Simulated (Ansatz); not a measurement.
# AlH3O (singlet): correlated methods under varied settings at distance Al1–O2 = 4.555 Å

Aim: run AlH3O (singlet) at one geometry under a spread of methods and options, and see what each costs and gives.

Computed with Ansatz 0.2.0, Gaussian basis. Level: the settings change from run to run.

23 further runs of the same task are left out: 2 for a mislabelled method, 10 for a known fault of the program, 7 that didn't finish, 4 set aside as unsound or not needed.

### Step 1. What is computed

The geometry derives from a PBE0/def2-TZVP stationary point (not a proven minimum). One bond is set to the value named and the two fragments are kept rigid.

5 atoms, charge 0, spin multiplicity 1.

Atoms are counted from 1 here; the program's logs count them from 0.

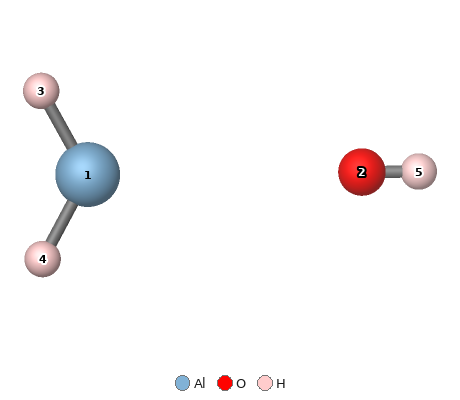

The geometry (aluminium light blue, oxygen red, hydrogen pink); atoms are numbered from 1 in the order of the file.

### Step 2. HF/6-31G

in.yaml

```yaml
crystal:
  periodic: [false, false, false]
  atoms:
    - {symbol: Al, position_ang: [0.000000, 0.000000, 1.671307]}
    - {symbol: O, position_ang: [0.000000, 0.000000, -2.883693]}
    - {symbol: H, position_ang: [0.000000, 1.386849, 2.431318]}
    - {symbol: H, position_ang: [0.000000, -1.386849, 2.431318]}
    - {symbol: H, position_ang: [0.000000, 0.000000, -3.827918]}
basis:
  gaussian: {orbitals: 6-31G}
magnetization: {spin_polarized: false}
hamiltonian: {xc: hf}
output: {forces: true, orbitals: {seedname: orbitals}}
```

Command:

```console
ansatz run in.yaml --threads 1 --pin off --events-out ev --progress --plain --max-ram 2393MiB
```

Log:

```text
Functional definition: HF
  name "HF"
  cite "Fock, Z. Phys. 61, 126 (1930) doi:10.1007/BF01340294"
  parent pbe
  exchange = exact_x
  correlation = 0
309 factors; integrals over basis functions are off by at most 4.3e-4 eV
mean field evaluation 1: about -8653.2745 eV, gradient 4.8e1 eV
mean field evaluation 2: about -8653.2748 eV, gradient 4.8e1 eV
mean field evaluation 4: about -8655.3737 eV, gradient 3.5e1 eV
mean field evaluation 8: about -8657.8128 eV, gradient 6.8e-1 eV
mean field evaluation 16: about -8657.5579 eV, gradient 1.5e1 eV
mean field evaluation 32: about -8658.2215 eV, gradient 3.1e-6 eV
mean field evaluation 64: about -8658.1837 eV, gradient 2.6e0 eV
mean field evaluation 96: about -8658.2215 eV, gradient 6.3e-2 eV
mean field evaluation 128: about -8658.2214 eV, gradient 1.5e-4 eV
mean field -8658.22146905 eV, -318.1837702344 hartree, gradient 1.9e-10 eV, S^2 0.000000; 5 other end points of the search recorded, 0 dependent functions left out
the calculation of the forces begins
reference -8658.22146905 eV, -318.1837702344 hartree; 12, 12 occupied and 16, 16 virtual orbitals, 309 factors
WARN: the results are in doubt because the forces break the atoms' symmetry
Total energy: -8658.22146905 eV, -318.1837702344 hartree
Atom 0 at     0.000000     0.000000     1.671307 Å, force     0.180253     0.000000     0.094340 eV/Å
Atom 1 at     0.000000     0.000000    -2.883693 Å, force    -0.580034    -0.000000     1.690146 eV/Å
Atom 2 at     0.000000     1.386849     2.431318 Å, force    -0.035433     0.299184    -0.421054 eV/Å
Atom 3 at     0.000000    -1.386849     2.431318 Å, force    -0.035433    -0.299184    -0.421054 eV/Å
Atom 4 at     0.000000     0.000000    -3.827918 Å, force     0.470648     0.000000    -0.942379 eV/Å
Dipole moment:    -0.028167     0.000000     1.988559 e Å
In doubt: the forces break the atoms' symmetry
```

It took 0.36 s on 1 thread of Arm Neoverse V2, shared host.

Mind the lines of doubt at the end of the log.

### Step 3. BCCD(T) on UHF/STO-3G

in.yaml, as its differences from that of step 2:

```diff
@@ -9,5 +9,5 @@
 basis:
-  gaussian: {orbitals: 6-31G}
-magnetization: {spin_polarized: false}
-hamiltonian: {xc: hf}
-output: {forces: true, orbitals: {seedname: orbitals}}
+  gaussian: {orbitals: STO-3G}
+magnetization: {spin_polarized: true, initial_magnetization: 0}
+correlation: {method: bccd_t, electrons: valence}
+output: {forces: true}
```

Same command.

Log (excerpt; [...] marks lines left out):

```text
Functional definition: HF
  name "HF"
  cite "Fock, Z. Phys. 61, 126 (1930) doi:10.1007/BF01340294"
  parent pbe
[...]
191 factors; integrals over basis functions are off by at most 2.4e-5 eV
[...]
mean field -8556.10182735 eV, -314.4309426211 hartree, gradient 1.5e-6 eV, S^2 1.007175; 16 other end points of the search recorded, 0 dependent functions left out
determinant -8556.10182735 eV, -314.4309426211 hartree, with singles and doubles -8557.74721717 eV, -314.4914095815 hartree
determinant -8556.10037759 eV, -314.4308893431 hartree, with singles and doubles -8557.74585983 eV, -314.4913597004 hartree
determinant -8552.72031540 eV, -314.3066743489 hartree, with singles and doubles -8554.65592293 eV, -314.3778066137 hartree
determinant -8552.72002055 eV, -314.3066635134 hartree, with singles and doubles -8554.65575028 eV, -314.3778002688 hartree
[...]
reference -8556.10182735 eV, -314.4309426211 hartree; 6, 6 occupied and 5, 5 virtual orbitals, 191 factors
second order -1.05210288 eV of doubles, -0.00000000 eV of singles
cycle   1  -1.64649407 eV  change   -7.2e-4 eV  update   2.7e-3
[...]
cycle  10  -1.64495379 eV  change  -6.1e-10 eV  update  7.9e-10
perturbative correction -0.01053338 eV, -0.0003870947 hartree
[...]
Total energy: -8557.75731452 eV, -314.4917806525 hartree
Atom 0 at     0.000000     0.000000     1.671307 Å, force     0.000000    -0.000000     0.061992 eV/Å
Atom 1 at     0.000000     0.000000    -2.883693 Å, force    -0.000000     0.000000     6.498465 eV/Å
Atom 2 at     0.000000     1.386849     2.431318 Å, force     0.000000    -1.110843    -0.035347 eV/Å
Atom 3 at     0.000000    -1.386849     2.431318 Å, force    -0.000000     1.110843    -0.035347 eV/Å
Atom 4 at     0.000000     0.000000    -3.827918 Å, force     0.000000    -0.000000    -6.489763 eV/Å
Dipole moment:    -0.000000    -0.000000    -0.527934 e Å
```

Wall time 0.99 s (1 thread of Arm Neoverse V2, shared host).

From the report: ⟨S²⟩ of the determinant 1.007 (pure singlet: 0.00); correlation -1.6555 eV; largest double amplitude 0.09. The determinant is far from a pure spin state, so its energy mixes those of several spin states (harmless only where they are near-degenerate, as at dissociation).

### Step 4. CISD/STO-3G

in.yaml, as its differences from that of step 3:

```diff
@@ -9,5 +9,3 @@
 basis:
-  gaussian: {orbitals: STO-3G}
-magnetization: {spin_polarized: true, initial_magnetization: 0}
-correlation: {method: bccd_t, electrons: valence}
-output: {forces: true}
+  gaussian: {orbitals: STO-3G, point_charges: [{charge: 0.50, position_ang: [3.281, -0.202, -0.899]}]}
+correlation: {active_space: {ras: {orbitals: [6, 0, 5], electrons: 12, max_holes: 2, max_particles: 2}, fixed_orbitals: true}}
```

Same command.

Log:

```text
Functional definition: HF
  name "HF"
  cite "Fock, Z. Phys. 61, 126 (1930) doi:10.1007/BF01340294"
  parent pbe
  exchange = exact_x
  correlation = 0
191 factors; integrals over basis functions are off by at most 2.4e-5 eV
mean field evaluation 1: about -8543.8928 eV, gradient 2.9e1 eV
mean field evaluation 2: about -8543.9006 eV, gradient 2.9e1 eV
mean field evaluation 4: about -8545.6114 eV, gradient 2.2e1 eV
mean field evaluation 8: about -8411.4141 eV, gradient 7.9e1 eV
mean field evaluation 16: about -8548.8121 eV, gradient 1.1e1 eV
mean field evaluation 32: about -8549.5644 eV, gradient 4.0e-1 eV
mean field -8549.57071914 eV, -314.1909288212 hartree, gradient 1.6e-6 eV, S^2 0.000000; 2 other end points of the search recorded, 0 dependent functions left out
reference -8549.57071914 eV, -314.1909288212 hartree; 12, 12 occupied and 5, 5 virtual orbitals, 191 factors
state -8556.66298936 eV, -314.4515649444 hartree
Total energy: -8556.66298936 eV, -314.4515649444 hartree
```

Wall time 0.15 s (1 thread of Arm Neoverse V2, shared host).

From the report: 1,261 determinants.

### Step 5. CISDT/STO-3G

in.yaml, as its differences from that of step 4:

```diff
@@ -9,3 +9,4 @@
 basis:
-  gaussian: {orbitals: STO-3G, point_charges: [{charge: 0.50, position_ang: [3.281, -0.202, -0.899]}]}
-correlation: {active_space: {ras: {orbitals: [6, 0, 5], electrons: 12, max_holes: 2, max_particles: 2}, fixed_orbitals: true}}
+  gaussian: {orbitals: STO-3G}
+correlation: {active_space: {ras: {orbitals: [6, 0, 5], electrons: 12, max_holes: 3, max_particles: 3}, fixed_orbitals: true}}
+scf: {lower_state_search: off}
```

The command is unchanged.

Log (excerpt; [...] marks lines left out):

```text
Functional definition: HF
  name "HF"
  cite "Fock, Z. Phys. 61, 126 (1930) doi:10.1007/BF01340294"
  parent pbe
[...]
191 factors; integrals over basis functions are off by at most 2.4e-5 eV
[...]
mean field -8549.58678130 eV, -314.1915190947 hartree, gradient 1.0e-6 eV, S^2 0.000000; 0 other end points of the search recorded, 0 dependent functions left out
reference -8549.58678130 eV, -314.1915190947 hartree; 12, 12 occupied and 5, 5 virtual orbitals, 191 factors
state -8557.22037465 eV, -314.4720484762 hartree
Total energy: -8557.22037465 eV, -314.4720484762 hartree
Checks for a lower state left out: stability, starts, cluster_reference, orbital_swaps, neighbouring_geometries, increment
```

It took 0.3 s on 1 thread of Arm Neoverse V2, shared host.

From the report: 5,116 determinants.

### Step 6. CCSD(T) on RHF/6-31++G**

in.yaml, as its differences from that of step 5:

```diff
@@ -9,4 +9,4 @@
 basis:
-  gaussian: {orbitals: STO-3G}
-correlation: {active_space: {ras: {orbitals: [6, 0, 5], electrons: 12, max_holes: 3, max_particles: 3}, fixed_orbitals: true}}
-scf: {lower_state_search: off}
+  gaussian: {orbitals: "6-31++G**"}
+magnetization: {spin_polarized: false}
+correlation: {method: ccsd_t, electrons: valence}
```

Same command.

Log (excerpt; [...] marks lines left out):

```text
Functional definition: HF
  name "HF"
  cite "Fock, Z. Phys. 61, 126 (1930) doi:10.1007/BF01340294"
  parent pbe
[...]
517 factors; integrals over basis functions are off by at most 1.3e-3 eV
[...]
mean field -8660.30865756 eV, -318.2604729972 hartree, gradient 3.0e-10 eV, S^2 0.000000; 5 other end points of the search recorded, 0 dependent functions left out; unrestricted orbitals would lower it
[...]
determinant -8660.30865756 eV, -318.2604729972 hartree, with singles and doubles -8667.47206605 eV, -318.5237234036 hartree
determinant -8660.26424377 eV, -318.2588408206 hartree, with singles and doubles -8667.97076308 eV, -318.5420501815 hartree
determinant -8660.30865756 eV, -318.2604729972 hartree, with singles and doubles -8669.56017025 eV, -318.6004598178 hartree
determinant -8660.26424377 eV, -318.2588408206 hartree, with singles and doubles -8667.96502499 eV, -318.5418393106 hartree
[...]
unrestricted determinant -8664.24832989 eV, -318.4052532849 hartree, S^2 1.0083
6 core orbitals not correlated: weight in the atoms' cores, before any rotation towards them, 1.000 or more for the frozen orbitals, at most 0.000 for the correlated occupied ones
reference -8660.30865756 eV, -318.2604729972 hartree; 6, 6 occupied and 48, 48 virtual orbitals, 517 factors
second order -7.88601257 eV of doubles, -0.00000000 eV of singles
cycle   1  -7.07312903 eV  change    6.7e-1 eV  update   5.4e-1
[...]
cycle   5  -9.25151191 eV  change    4.5e-7 eV  update   4.4e-7
perturbative correction -40.57573704 eV, -1.4911308329 hartree
WARN: the results are in doubt because among natural orbitals the method converges to other amplitudes
Total energy: -8710.13590651 eV, -320.0915906219 hartree
In doubt: among natural orbitals the method converges to other amplitudes
```

Run time: 10 s. Hardware: 1 thread of Arm Neoverse V2, shared host.

From the report: correlation -49.8272 eV; T1 0.384; largest double amplitude 2.25. The program marks this result as in doubt; its last lines say why.

### Step 7. CCSDTQ on RHF/STO-3G

in.yaml, as its differences from that of step 6:

```diff
@@ -9,4 +9,5 @@
 basis:
-  gaussian: {orbitals: "6-31++G**"}
+  gaussian: {orbitals: STO-3G}
 magnetization: {spin_polarized: false}
-correlation: {method: ccsd_t, electrons: valence}
+correlation: {method: ccsdtq, electrons: outside_noble_gas}
+scf: {lower_state_search: full}
```

Launched as before.

Log (excerpt; [...] marks lines left out):

```text
Functional definition: HF
  name "HF"
  cite "Fock, Z. Phys. 61, 126 (1930) doi:10.1007/BF01340294"
  parent pbe
[...]
244 factors; integrals over basis functions are off by at most 5.9e-8 eV
[...]
mean field -8549.58682306 eV, -314.1915206293 hartree, gradient 8.7e-10 eV, S^2 0.000000; 6 other end points of the search recorded, 0 dependent functions left out; unrestricted orbitals would lower it
determinant -8549.58682306 eV, -314.1915206293 hartree, with singles and doubles -8555.64509948 eV, -314.4141581813 hartree
determinant -8549.58596485 eV, -314.1914890906 hartree, with singles and doubles -8555.64354977 eV, -314.4141012306 hartree
determinant -8547.94998563 eV, -314.1313679635 hartree, with singles and doubles -8552.19772913 eV, -314.2874696577 hartree
determinant -8549.58682306 eV, -314.1915206293 hartree, with singles and doubles -8557.55007034 eV, -314.4841645693 hartree
determinant -8549.58596485 eV, -314.1914890906 hartree, with singles and doubles -8557.54866834 eV, -314.4841130466 hartree
determinant -8547.94998563 eV, -314.1313679635 hartree, with singles and doubles -8554.70580200 eV, -314.3796396356 hartree
[...]
unrestricted determinant -8556.10187218 eV, -314.4309442684 hartree, S^2 1.0072
6 core orbitals not correlated: weight in the atoms' cores, before any rotation towards them, 0.999 or more for the frozen orbitals, at most 0.000 for the correlated occupied ones
reference -8549.58682306 eV, -314.1915206293 hartree; 6, 6 occupied and 5, 5 virtual orbitals, 244 factors
second order -7.33474756 eV of doubles, -0.00000000 eV of singles
cycle   1  -3.40934041 eV  change    -1.3e0 eV  update   1.6e-1
[...]
cycle  53  -8.17194598 eV  change  -5.6e-12 eV  update   1.4e-7
WARN: these amplitudes may be one of several solutions (largest doubles amplitude 1.18, level shift 15.04 eV)
Total energy: -8557.75876904 eV, -314.4918341049 hartree
```

Wall time 5.5 s (1 thread of Arm Neoverse V2, shared host).

From the report: correlation -8.1719 eV; T1 0.125; largest double amplitude 1.18. The report flags that the cluster equations may have other roots.

### Step 8. CISD/def2-mTZVP

in.yaml, as its differences from that of step 7:

```diff
@@ -9,5 +9,3 @@
 basis:
-  gaussian: {orbitals: STO-3G}
-magnetization: {spin_polarized: false}
-correlation: {method: ccsdtq, electrons: outside_noble_gas}
-scf: {lower_state_search: full}
+  gaussian: {orbitals: def2-mTZVP, point_charges: [{charge: -1.00, position_ang: [3.428, -0.108, -0.761]}]}
+correlation: {active_space: {ras: {orbitals: [12, 0, 43], electrons: 24, max_holes: 2, max_particles: 2}, fixed_orbitals: true}}
```

Same command.

Log:

```text
Functional definition: HF
  name "HF"
  cite "Fock, Z. Phys. 61, 126 (1930) doi:10.1007/BF01340294"
  parent pbe
  exchange = exact_x
  correlation = 0
513 factors; integrals over basis functions are off by at most 1.2e-3 eV
mean field evaluation 1: about -8655.8935 eV, gradient 5.0e1 eV
mean field evaluation 2: about -8655.8944 eV, gradient 5.0e1 eV
mean field evaluation 4: about -8658.2348 eV, gradient 3.6e1 eV
mean field evaluation 8: about -8660.9779 eV, gradient 7.8e-1 eV
mean field evaluation 16: about -8661.1211 eV, gradient 2.7e0 eV
mean field evaluation 32: about -8661.1635 eV, gradient 1.1e-1 eV
mean field -8661.17481374 eV, -318.2923036498 hartree, gradient 2.6e-6 eV, S^2 0.000000; 2 other end points of the search recorded, 0 dependent functions left out
reference -8661.17481374 eV, -318.2923036498 hartree; 12, 12 occupied and 43, 43 virtual orbitals, 513 factors
state -8670.86579350 eV, -318.6484405874 hartree
Total energy: -8670.86579350 eV, -318.6484405874 hartree
```

Wall time 22 s (1 thread of Arm Neoverse V2, shared host); peak memory 0.29 GiB.

From the report: 386,485 determinants.

### Step 9. CISD/cc-pVDZ

in.yaml, as its differences from that of step 8:

```diff
@@ -9,3 +9,4 @@
 basis:
-  gaussian: {orbitals: def2-mTZVP, point_charges: [{charge: -1.00, position_ang: [3.428, -0.108, -0.761]}]}
-correlation: {active_space: {ras: {orbitals: [12, 0, 43], electrons: 24, max_holes: 2, max_particles: 2}, fixed_orbitals: true}}
+  gaussian: {orbitals: cc-pVDZ}
+correlation: {active_space: {ras: {orbitals: [6, 0, 35], electrons: 12, max_holes: 2, max_particles: 2}, fixed_orbitals: true}}
+output: {forces: true}
```

Launched as before.

Log (excerpt; [...] marks lines left out):

```text
Functional definition: HF
  name "HF"
  cite "Fock, Z. Phys. 61, 126 (1930) doi:10.1007/BF01340294"
  parent pbe
[...]
441 factors; integrals over basis functions are off by at most 1.0e-3 eV
[...]
mean field -8659.80160547 eV, -318.2418391768 hartree, gradient 3.1e-10 eV, S^2 0.000000; 7 other end points of the search recorded, 0 dependent functions left out
reference -8659.80160547 eV, -318.2418391768 hartree; 12, 12 occupied and 35, 35 virtual orbitals, 441 factors
state -8668.12506201 eV, -318.5477205627 hartree
[...]
WARN: the results are in doubt because the forces break the atoms' symmetry
Total energy: -8668.12506201 eV, -318.5477205627 hartree
Atom 0 at     0.000000     0.000000     1.671307 Å, force     0.000000    -0.140843    -0.602899 eV/Å
Atom 1 at     0.000000     0.000000    -2.883693 Å, force    -0.000000     0.618181     1.342179 eV/Å
Atom 2 at     0.000000     1.386849     2.431318 Å, force     0.000000     0.133095     0.242828 eV/Å
Atom 3 at     0.000000    -1.386849     2.431318 Å, force    -0.000000    -0.110777     0.279698 eV/Å
Atom 4 at     0.000000     0.000000    -3.827918 Å, force     0.000000    -0.499656    -1.261805 eV/Å
Dipole moment:     0.000000     0.031117    -0.593269 e Å
In doubt: the forces break the atoms' symmetry
```

Run time: 1.9 s. Hardware: 1 thread of Arm Neoverse V2, shared host.

From the report: 33,521 determinants. Mind the lines of doubt at the end of the log.

### Step 10. MRCISD+Q(relaxed)(10,6)/STO-3G

in.yaml, as its differences from that of step 9:

```diff
@@ -9,4 +9,3 @@
 basis:
-  gaussian: {orbitals: cc-pVDZ}
-correlation: {active_space: {ras: {orbitals: [6, 0, 35], electrons: 12, max_holes: 2, max_particles: 2}, fixed_orbitals: true}}
-output: {forces: true}
+  gaussian: {orbitals: STO-3G, fitting: {mean_field: def2-universal-jkfit}}
+correlation: {method: fic_mrcisd_q_relaxed, electrons: all, active_space: {window: {electrons: 10, orbitals: 6}}}
```

Launched as before.

Log (excerpt; [...] marks lines left out):

```text
Functional definition: HF
  name "HF"
  cite "Fock, Z. Phys. 61, 126 (1930) doi:10.1007/BF01340294"
  parent pbe
[...]
259 factors; integrals over basis functions are off by at most 7.0e-3 eV
[...]
mean field -8549.59679334 eV, -314.1918870304 hartree, gradient 9.5e-7 eV, S^2 0.000000; 5 other end points of the search recorded, 0 dependent functions left out; unrestricted orbitals would lower it
reference -8547.95938696 eV, -314.1317134559 hartree; 12, 12 occupied and 5, 5 virtual orbitals, 259 factors
state -8556.06070971 eV, -314.4294315757 hartree
contracted CI cycle   1: correlation 0.00000000 eV, 0.0000000000 hartree, residual 9.99e0 eV
contracted CI cycle   2: correlation -1.66838736 eV, -0.0613121047 hartree, residual 3.95e0 eV
contracted CI cycle   3: correlation -1.80794174 eV, -0.0664406336 hartree, residual 7.19e-1 eV
contracted CI cycle   4: correlation -1.81642164 eV, -0.0667522639 hartree, residual 1.52e-1 eV
contracted CI cycle   5: correlation -1.81687793 eV, -0.0667690324 hartree, residual 5.19e-2 eV
contracted CI cycle   6: correlation -1.81691288 eV, -0.0667703168 hartree, residual 1.99e-2 eV
contracted CI cycle   7: correlation -1.81691670 eV, -0.0667704573 hartree, residual 3.36e-3 eV
contracted CI cycle   8: correlation -1.81691688 eV, -0.0667704638 hartree, residual 1.04e-3 eV
state -8556.06070971 eV, -314.4294315757 hartree; corrected -8557.96438837 eV, -314.4993904760 hartree
WARN: 4 active orbitals are nearly empty or full. The corrections depend on them more than the energy does, and are more stable in an active space without them
Total energy: -8557.96438837 eV, -314.4993904760 hartree
```

It took 1.1 s on 1 thread of Arm Neoverse V2, shared host.

From the report: 12 determinants; active occupations 2.00, 2.00, 2.00, 2.00, 1.00, 1.00. The report marks this result as in doubt.

### Step 11. All runs side by side

 † marks a result that the program doubts.

| level | correlated | functions | energy (eV) | time |
| --- | --- | --- | --- | --- |
| HF/6-31G † |  | 28 | -8658.2215 | 0.36 s |
| BCCD(T) on UHF/STO-3G | valence | 17 | -8557.7573 | 0.99 s |
| CISD/STO-3G (beside a point charge) | valence | 17 | -8556.6630 | 0.15 s |
| CISDT/STO-3G | outside noble gas | 17 | -8557.2204 | 0.3 s |
| CCSD(T) on RHF/6-31++G** † | valence | 60 | -8710.1359 | 10 s |
| CCSDTQ on RHF/STO-3G † | outside noble gas | 17 | -8557.7588 | 5.5 s |
| CISD/def2-mTZVP (beside a point charge) | all | 55 | -8670.8658 | 22 s |
| CISD/cc-pVDZ † | valence | 47 | -8668.1251 | 1.9 s |
| MRCISD+Q(relaxed)(10,6)/STO-3G † | all | 17 | -8557.9644 | 1.1 s |

### Step 12. What came out

| quantity | value |
| --- | --- |
| runs | 9 |
| quickest | CISD/STO-3G (beside a point charge), 0.15 s |
| slowest | CISD/def2-mTZVP (beside a point charge), 22 s |

In words: Total energies in different bases, with other cores or another treatment of relativity can't be set against each other. CISD/def2-mTZVP (beside a point charge) took 143 times as long as CISD/STO-3G (beside a point charge); the jobs differ in more than the method.
